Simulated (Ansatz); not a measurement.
**U-r2SCAN/aug-cc-pVDZ run of CH4Ga (SMILES [CH3][GaH])**

What is the vertical doublet–quartet gap of CH4Ga at U-r2SCAN/aug-cc-pVDZ? 

Program for the calculation: Ansatz 0.2.0.

35 further runs of the same task are left out: 35 set aside as unsound or not needed. Runs told in other sessions of the task aren't counted.

## 1. The structure to begin with

The species is CH4Ga (6 atoms), meant as a doublet with charge 0. As SMILES, `[CH3][GaH]`. Geometry: relaxed at PBE0-D4/def2-TZVP.

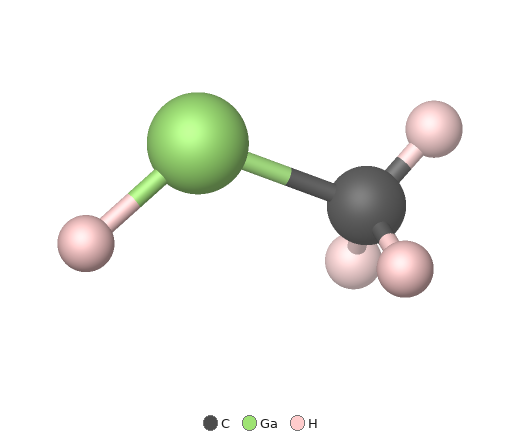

Viewed from a chosen angle; carbon dark grey, gallium green, hydrogen pink.

## 2. A single-point energy at U-r2SCAN/aug-cc-pVDZ

File in.yaml:

```yaml
crystal:
  periodic: [false, false, false]
  atoms:
    - {symbol: C, position_ang: [-0.029300, -0.418300, -0.518000]}
    - {symbol: Ga, position_ang: [0.685700, 0.372600, 1.162100]}
    - {symbol: H, position_ang: [0.574700, -1.243100, -0.892900]}
    - {symbol: H, position_ang: [-1.046400, -0.775600, -0.328700]}
    - {symbol: H, position_ang: [-0.085700, 0.364700, -1.280300]}
    - {symbol: H, position_ang: [-0.056900, 1.635600, 1.811600]}
basis:
  gaussian: {orbitals: aug-cc-pVDZ}
accuracy: high
hamiltonian: {xc: {name: r2SCAN}}
magnetization: {spin_polarized: true, initial_magnetization: 1}
output: {orbitals: {seedname: orbitals}}
```

Run with:

```sh
$ ansatz run in.yaml --threads 1 --pin off --max-ram 2610MiB --events-out events.jsonl --progress --plain --runs-dir runs
```

Output:

```text
Warning: RAYON_NUM_THREADS=1 ignored (pool sized by the plan → 1); use --threads N
Functional definition: r2SCAN
  name "r2SCAN"
  parameter k0 = 0.174
  parameter k1 = 0.065
  parameter a1 = 4.9479
  exchange = r2scan_x(k0 = k0, k1 = k1, a1 = a1)
  correlation = r2scan_c
1881 factors; integrals over basis functions are off by at most 4.4e-9 eV
mean field evaluation 1: about -53467.2749 eV, gradient 4.4e1 eV
mean field evaluation 2: about -53447.7798 eV, gradient 6.2e1 eV
mean field evaluation 4: about -53476.8825 eV, gradient 2.2e0 eV
mean field evaluation 8: about -53476.9331 eV, gradient 5.2e-2 eV
mean field evaluation 16: about -53476.9332 eV, gradient 4.5e-5 eV
mean field -53476.93316077 eV, -1965.2410456911 hartree, gradient 8.5e-8 eV, S^2 0.753299; 0 other end points of the search recorded, 0 dependent functions left out
reference -53476.93317013 eV, -1965.2410460349 hartree; 21, 20 occupied and 74, 75 virtual orbitals, 1881 factors
Total energy: -53476.93317013 eV, -1965.2410460349 hartree
```

Wall time 24 s (1 thread of Arm Neoverse V2, shared host); peak memory 0.41 GiB.

## 3. The quartet, same level

Changes to in.yaml since step 2:

```diff
@@ -10,6 +10,10 @@
 basis:
-  gaussian: {orbitals: aug-cc-pVDZ}
+  gaussian:
+    orbitals: aug-cc-pVDZ
+magnetization:
+  spin_polarized: true
+  initial_magnetization: 3
+hamiltonian:
+  xc: {name: r2SCAN}
 accuracy: high
-hamiltonian: {xc: {name: r2SCAN}}
-magnetization: {spin_polarized: true, initial_magnetization: 1}
 output: {orbitals: {seedname: orbitals}}
```

Run with:

```sh
$ ansatz run in.yaml --threads 1 --pin off --max-ram 2610MiB --events-out events.jsonl --progress --plain --runs-dir runs
```

Output:

```text
Warning: RAYON_NUM_THREADS=1 ignored (pool sized by the plan → 1); use --threads N
Functional definition: r2SCAN
  name "r2SCAN"
  parameter k0 = 0.174
  parameter k1 = 0.065
  parameter a1 = 4.9479
  exchange = r2scan_x(k0 = k0, k1 = k1, a1 = a1)
  correlation = r2scan_c
1881 factors; integrals over basis functions are off by at most 4.4e-9 eV
mean field evaluation 1: about -53463.7211 eV, gradient 4.1e1 eV
mean field evaluation 2: about -53444.1109 eV, gradient 6.1e1 eV
mean field evaluation 4: about -53472.0963 eV, gradient 8.0e0 eV
mean field evaluation 8: about -53472.7531 eV, gradient 6.9e-2 eV
mean field evaluation 16: about -53472.7516 eV, gradient 1.4e-4 eV
mean field -53472.75159166 eV, -1965.0873758608 hartree, gradient 6.8e-8 eV, S^2 3.760554; 0 other end points of the search recorded, 0 dependent functions left out
reference -53472.75161404 eV, -1965.0873766830 hartree; 22, 19 occupied and 73, 76 virtual orbitals, 1881 factors
Total energy: -53472.75161404 eV, -1965.0873766830 hartree
```

Run time: 24 s. Hardware: 1 thread of Arm Neoverse V2, shared host; peak memory 0.41 GiB.

## 4. Outcome

At U-r2SCAN/aug-cc-pVDZ:

```
                                        quantity           value
                           doublet: total energy  -1965.24105 Eh
     doublet: HOMO energy (highest over α and β)        -4.58 eV
      doublet: LUMO energy (lowest over α and β)        -2.60 eV
                                   doublet: ⟨S²⟩           0.753
                           quartet: total energy  -1965.08738 Eh
     quartet: HOMO energy (highest over α and β)        -3.04 eV
                                   quartet: ⟨S²⟩           3.761
vertical energy of the quartet above the doublet        4.182 eV
```

What this shows: At this shape the quartet lies 4.18 eV (403 kJ/mol) above the doublet.
